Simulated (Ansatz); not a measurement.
# H11NSi4···HCl: what the fields show

| atom | x (Å) | y (Å) | z (Å) |
| --- | --- | --- | --- |
| Si | 0.2853 | -0.8344 | -0.5601 |
| Cl | -1.1287 | -0.3948 | 3.0859 |
| H | 1.3999 | -0.9423 | -1.5558 |
| Si | -0.2730 | 1.4362 | -0.3321 |
| H | -1.6410 | 1.5990 | 0.2266 |
| H | 0.7086 | 2.1603 | 0.5226 |
| H | -0.2390 | 2.0241 | -1.7035 |
| Si | -1.5279 | -2.0878 | -1.3606 |
| H | -2.6957 | -1.9681 | -0.4443 |
| H | -1.9102 | -1.5866 | -2.7121 |
| H | -1.1543 | -3.5298 | -1.4710 |
| N | 0.8159 | -1.5286 | 1.0045 |
| H | 0.5676 | -2.5132 | 1.0936 |
| Si | 2.4453 | -1.1966 | 1.6152 |
| H | 3.4900 | -1.9261 | 0.8416 |
| H | 2.6589 | 0.2652 | 1.4718 |
| H | 2.5161 | -1.6110 | 3.0398 |
| H | -0.2618 | -0.8905 | 2.1797 |

These are results of RKS PBE0/6-31G* in Ansatz 0.2.0, not measurements.

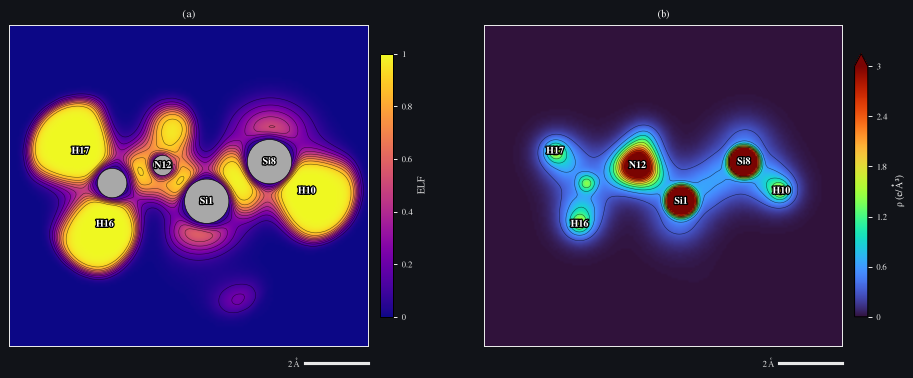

Figure 1. (a) ELF; (b) electron density on the plane of atoms Si8, Si1 and N12. Grey discs cover the atomic cores in the ELF map.

### What does the map show?

The plane passes through Si, H and N nuclei. Si–N (1.79 Å): ρ at the midpoint is about 0.96 e/Å³; the ELF peaks at about 0.90 between the atoms; a shared but strongly polarised pair. Si–Si (2.35 Å): ρ at the midpoint is about 0.63 e/Å³; the ELF peaks at about 1 between the atoms; localised, covalent bonding. Si–H (1.49 Å): ρ is about 0.77 e/Å³ halfway; the ELF climbs to about 1 towards the hydrogen, as it does in any bond to H.

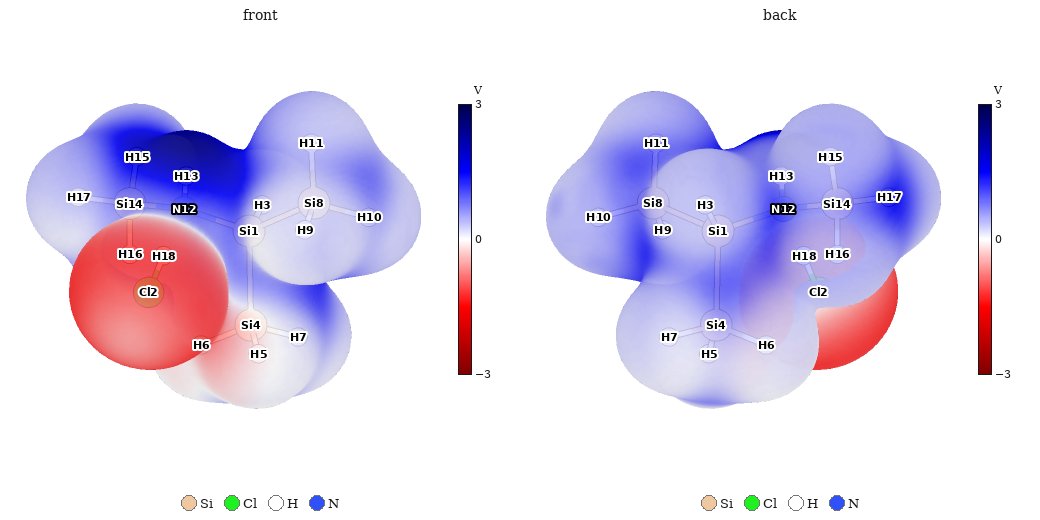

Figure 2. The molecular electrostatic potential painted on the density surface at 0.002 e/bohr³, seen from the front and from behind; the colour scale runs from red (negative) to blue (positive).

### Which sites attract a positive test charge, and which a negative one?

A positive charge is drawn to the negative regions and a negative charge to the positive ones. The most negative region (about −1.2 V) lies over Cl2, the most positive (about +2.4 V) over H13.

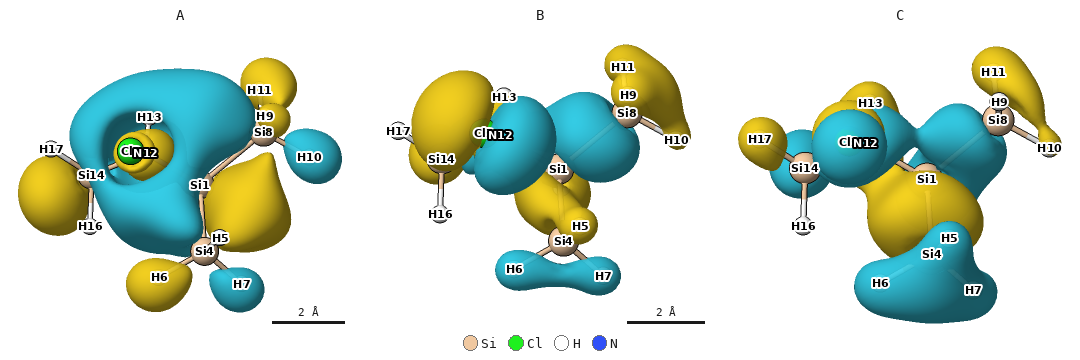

Figure 3. Three frontier orbitals at ±0.06 Å⁻³ᐟ² (yellow and cyan are the two phases), in no order.

### Which picture is the HOMO−1, the HOMO and the LUMO?

B is the HOMO−1 (−8.30 eV). Its weight (Hirshfeld) is mainly on Cl2 (about 50 %), Si1 (about 10 %), Si8 (about 10 %) and N12 (about 10 %). C is the HOMO (−7.88 eV). By Hirshfeld shares it lies mainly on N12 (about 25 %), Si1 (about 20 %), Si4 (about 20 %) and Cl2 (about 5 %). A is the LUMO (−0.89 eV). By Hirshfeld shares it lies mainly on Si1 (about 25 %), Si8 (about 15 %), Si14 (about 15 %), Si4 (about 10 %) and N12 (about 10 %).

### What is the HOMO–LUMO gap?

6.99 eV between the orbital energies.

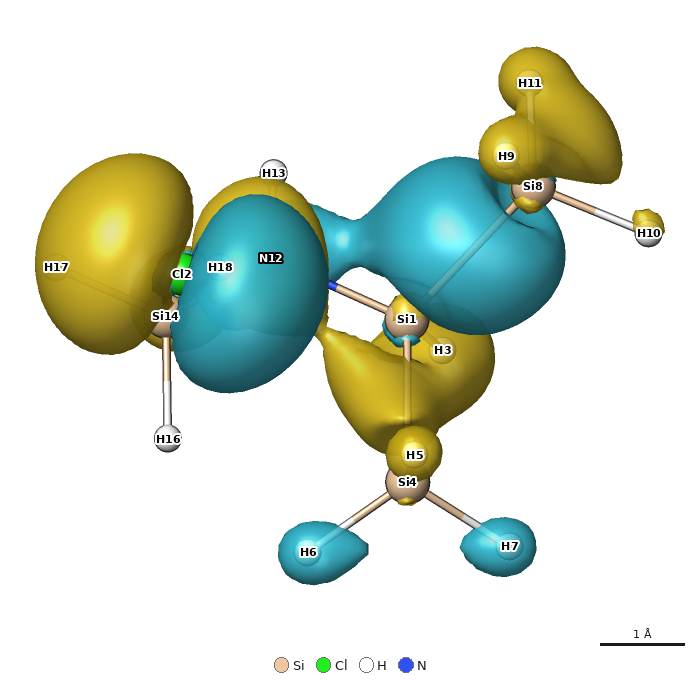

Figure 4. The HOMO−1 at ±0.08 Å⁻³ᐟ² (yellow and cyan are the two phases), seen at a tilt.

### Where does this orbital lie, and at what energy?

It lies mainly on Cl2 (about 50 %), Si1 (about 10 %), Si8 (about 10 %) and N12 (about 10 %). Its energy is −8.30 eV.
